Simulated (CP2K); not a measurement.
# GFN2-xTB run of C2H2FOS+ (SMILES [O+]#CSCF)

What is the vertical ionisation energy of C2H2FOS+ at GFN2-xTB? 

Program for the calculation: CP2K 2026.2.

2 further runs of the same task are left out: 1 that didn't finish, 1 set aside as unsound or not needed.

### Step 1. The molecule

C2H2FOS+: 7 atoms, total charge +1, spin state singlet. As SMILES, `[O+]#CSCF`. The shape is that of a GFN2-xTB optimisation. This is one conformer, not always the lowest.

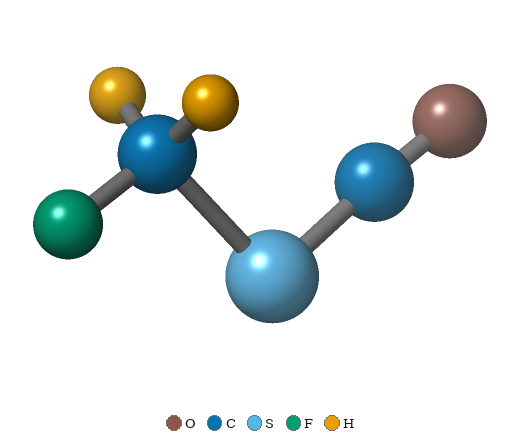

Viewed from a chosen angle; oxygen brown, carbon blue, sulfur blue, fluorine teal, hydrogen amber.

### Step 2. Energy and forces at GFN2-xTB

Input file molecule.xyz:

```xyz
7

O      1.153380    -2.061240     1.320330
C      0.313410    -1.527110     0.783540
S     -0.933810    -0.852070     0.037060
C     -0.163870     0.869330    -0.439380
F     -1.126730     1.487850    -1.086250
H      0.072350     1.398170     0.489870
H      0.685270     0.685070    -1.105170
```

Input file qs.inp:

```
&GLOBAL
  PROJECT_NAME qs
  RUN_TYPE ENERGY_FORCE
  PRINT_LEVEL MEDIUM
&END GLOBAL

&FORCE_EVAL
  METHOD Quickstep
  &DFT
    CHARGE 1
    MULTIPLICITY 1
    &QS
      METHOD XTB
      EPS_DEFAULT 1.0E-10
      &XTB
        GFN_TYPE TBLITE
        &TBLITE
          METHOD GFN2
        &END TBLITE
        CHECK_ATOMIC_CHARGES F
      &END XTB
    &END QS
    &POISSON
      PERIODIC NONE
      POISSON_SOLVER ANALYTIC
    &END POISSON
    &SCF
      SCF_GUESS ATOMIC
      EPS_SCF 1.0E-06
      MAX_SCF 150
      ADDED_MOS 4
      &DIAGONALIZATION
        ALGORITHM STANDARD
      &END DIAGONALIZATION
      &MIXING
        METHOD DIRECT_P_MIXING
        ALPHA 0.4
      &END MIXING
      &SMEAR ON
        METHOD FERMI_DIRAC
        ELECTRONIC_TEMPERATURE [K] 300
      &END SMEAR
    &END SCF
    ! extra output
    &PRINT
      &MOMENTS
        PERIODIC F
        REFERENCE COM
        MAX_MOMENT 1
      &END MOMENTS
      &MO ON
        ENERGIES T
        OCCUPATION_NUMBERS T
        NDIGITS 6
        &EACH
          QS_SCF 0
        &END EACH
        ADD_LAST NUMERIC
      &END MO
      &HIRSHFELD OFF
      &END HIRSHFELD
    &END PRINT
  &END DFT
  &SUBSYS
    &CELL
      ABC [angstrom] 10.3 11.5 10.4
      PERIODIC NONE
    &END CELL
    &TOPOLOGY
      COORD_FILE_NAME molecule.xyz
      COORD_FILE_FORMAT XYZ
      &CENTER_COORDINATES
      &END CENTER_COORDINATES
    &END TOPOLOGY
  &END SUBSYS
  ! extra output
  &PRINT
    &FORCES ON
    &END FORCES
  &END PRINT
&END FORCE_EVAL
```

Command:

```
$ OMP_NUM_THREADS=1 cp2k.psmp qs.inp > qs.out
```

What it wrote, cut to the lines that bear on the results:

```text
CP2K| version string:                                       CP2K version 2026.2
[...]
 GLOBAL| Method name                                                        CP2K
[...]
 GLOBAL| Run type                                                   ENERGY_FORCE
[...]
                             - Atoms:                                          7
[...]
                             - Spherical basis functions:                     27
[...]
 Number of electrons:                                                         28
[...]
  *** SCF run converged in    15 steps ***
[...]
  Fermi energy:                                                -0.59717086855774
[...]
 TB_DIPOLE| Moment [Debye]          1.64992606      -0.79957957       1.00599038
 TB_DIPOLE| Derivative [a.u.]       0.00000000       0.00000000       0.00000000
[...]
 ENERGY| Total FORCE_EVAL ( QS ) energy [hartree]            -16.804210013680958
 FORCES| Atomic forces [hartree/bohr]
 FORCES|   Atom     x               y               z               |f|
 FORCES|      1  8.98006869E-05 -1.01204392E-04  1.10248628E-04   1.74531522E-04
 FORCES|      2 -2.07274462E-04  1.14793108E-04 -1.99743255E-04   3.09899222E-04
 FORCES|      3  2.83815613E-04  2.28348983E-04  3.62511042E-05   3.66071992E-04
 FORCES|      4 -2.17586330E-04 -1.76089457E-04  1.41214295E-04   3.13516801E-04
 FORCES|      5  4.34946928E-05 -2.13207101E-05  2.72037836E-05   5.55554392E-05
 FORCES|      6 -3.44575792E-05 -2.85695402E-05 -8.73232940E-05   9.81269640E-05
 FORCES|      7  4.22073780E-05 -1.59579917E-05 -2.78512614E-05   5.30265312E-05
 FORCES| Sum    -1.54356508E-16 -4.16401397E-17  1.40492273E-16
 FORCES| Total atomic force                                       2.12833060E-16
[...]
```

Run time: 0.44 s. Hardware: 1 thread of Arm Neoverse N1, shared host; peak memory 0.14 GiB.

### Step 3. Doublet [C2H2FOS]2+

molecule.xyz is that of step 2.

Input file molecule.inp:

```
&GLOBAL
   PROJECT_NAME molecule
   RUN_TYPE ENERGY_FORCE
   PRINT_LEVEL MEDIUM
&END GLOBAL

&FORCE_EVAL
   METHOD QS
   &DFT
      CHARGE 2
      MULTIPLICITY 2
      UKS T
      # Quickstep
      &QS
         METHOD XTB
         EPS_DEFAULT 1.0E-10
         &XTB
            GFN_TYPE TBLITE
            &TBLITE
               METHOD GFN2
            &END TBLITE
            CHECK_ATOMIC_CHARGES F
         &END XTB
      &END QS
      &POISSON
         PERIODIC NONE
         POISSON_SOLVER ANALYTIC
      &END POISSON
      &SCF
         SCF_GUESS ATOMIC
         EPS_SCF 1.0E-06
         MAX_SCF 150
         ADDED_MOS 4
         &DIAGONALIZATION
            ALGORITHM STANDARD
         &END DIAGONALIZATION
         &MIXING
            METHOD DIRECT_P_MIXING
            ALPHA 0.4
         &END MIXING
         &SMEAR ON
            METHOD FERMI_DIRAC
            ELECTRONIC_TEMPERATURE [K] 300
         &END SMEAR
      &END SCF
      &PRINT
         &MOMENTS
            PERIODIC F
            REFERENCE COM
            MAX_MOMENT 1
         &END MOMENTS
         &MO ON
            ENERGIES T
            OCCUPATION_NUMBERS T
            NDIGITS 6
            &EACH
               QS_SCF 0
            &END EACH
            ADD_LAST NUMERIC
         &END MO
         &HIRSHFELD OFF
         &END HIRSHFELD
      &END PRINT
   &END DFT
   &SUBSYS
      # box in angstrom
      &CELL
         ABC 10.3 11.5 10.4
         PERIODIC NONE
      &END CELL
      &TOPOLOGY
         COORD_FILE_NAME molecule.xyz
         COORD_FILE_FORMAT XYZ
         &CENTER_COORDINATES
         &END CENTER_COORDINATES
      &END TOPOLOGY
   &END SUBSYS
   &PRINT
      &FORCES ON
      &END FORCES
   &END PRINT
&END FORCE_EVAL
```

Command:

```
$ OMP_NUM_THREADS=1 cp2k.psmp -i molecule.inp -o molecule.out
```

What it wrote, cut to the lines that bear on the results:

```text
CP2K| version string:                                       CP2K version 2026.2
[...]
 GLOBAL| Method name                                                        CP2K
[...]
 GLOBAL| Run type                                                   ENERGY_FORCE
[...]
                             - Atoms:                                          7
[...]
                             - Spherical basis functions:                     27
[...]
 Number of electrons:                                                         14
[...]
  *** SCF run converged in    19 steps ***
[...]
  Fermi energy:                                                -0.89103174090825
[...]
 TB_DIPOLE| Moment [Debye]          1.63103303      -0.78832735       1.01762069
 TB_DIPOLE| Derivative [a.u.]       0.00000000       0.00000000       0.00000000
[...]
 ENERGY| Total FORCE_EVAL ( QS ) energy [hartree]            -16.026573765307074
 FORCES| Atomic forces [hartree/bohr]
 FORCES|   Atom     x               y               z               |f|
 FORCES|      1 -2.17602499E-02  1.16941117E-02 -1.29784864E-02   2.79052295E-02
 FORCES|      2  6.02145270E-02 -3.25686488E-02  3.61195666E-02   7.74023852E-02
 FORCES|      3 -3.69789081E-02  2.10147386E-02 -2.26167272E-02   4.81723493E-02
 FORCES|      4 -2.75206112E-02 -1.05452757E-02 -5.98581950E-03   3.00735252E-02
 FORCES|      5  9.89762382E-03 -1.77107601E-03  4.71587906E-03   1.11058175E-02
 FORCES|      6  5.62222532E-03  8.88125598E-03  6.70116310E-03   1.24656212E-02
 FORCES|      7  1.05253931E-02  3.29489431E-03 -5.95557565E-03   1.25343173E-02
 FORCES| Sum     3.59087760E-16 -1.05818132E-16  4.28476699E-16
 FORCES| Total atomic force                                       5.68976078E-16
[...]
```

Wall time 0.5 s (1 thread of Arm Neoverse N1, shared host); peak memory 0.14 GiB.

### Step 4. What came out

Level: GFN2-xTB.

| quantity | value |
| --- | --- |
| singlet C2H2FOS+: total energy | -16.80421 Eh |
| singlet C2H2FOS+: HOMO energy | -18.19 eV |
| singlet C2H2FOS+: LUMO energy | -15.35 eV |
| singlet C2H2FOS+: HOMO–LUMO gap | 2.84 eV |
| singlet C2H2FOS+: largest force on an atom | 0.019 eV/Å |
| doublet [C2H2FOS]2+: total energy | -16.02657 Eh |
| doublet [C2H2FOS]2+: HOMO energy (highest over α and β) | -24.40 eV |
| doublet [C2H2FOS]2+: LUMO energy (lowest over α and β) | -24.10 eV |
| doublet [C2H2FOS]2+: largest force on an atom | 3.980 eV/Å |
| vertical ionisation energy (to the doublet dication) | 21.161 eV |

In words: The vertical ionisation energy comes to 21.16 eV (488 kcal/mol). No empirical shift is applied, and without it xTB methods put this difference several eV too high.
